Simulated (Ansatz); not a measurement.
# Pressure series in Pt

Consider Pt in the fcc (Cu type) structure (space group Fm-3m, No. 225).

Space group Fm-3m (No. 225); a = b = c = 3.9701 Å, α = β = γ = 90.00°

| atom | site | symmetry | x | y | z |
|---|---|---|---|---|---|
| Pt | 4a | m-3m | 0.0000 | 0.0000 | 0.0000 |
(The calculation used a cell of 1 atom; values per cell refer to that cell.)

Cell and atoms are relaxed at each pressure.

Levels (all Ansatz, a quantum-chemistry and plane-wave program, PAW, earlier PAW set): PBE (420 eV, no spin-orbit coupling); PBEsol (420 eV, without spin-orbit coupling).

The base cell above is that of PBE; each level relaxes its own structures.

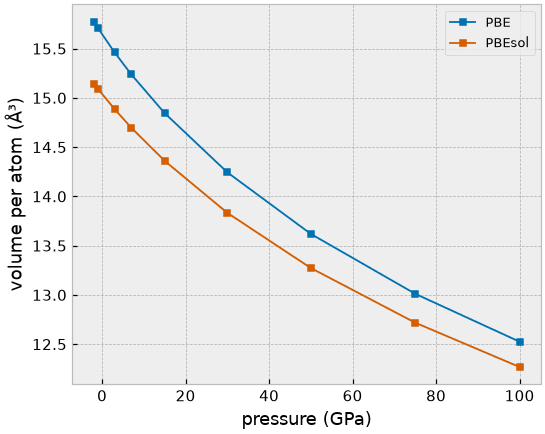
*Volume per atom under two levels*

Question: How do the two levels compare along the series?

Answer: PBE lies above PBEsol in every row, by 0.26 Å³ to 0.63 Å³. They put the cases in the same order.

Load acts through the strain it causes; cell and atoms are relaxed under it. No phonon test of stability was made. Competing high-pressure phases were not computed. All final runs are without spin polarisation.
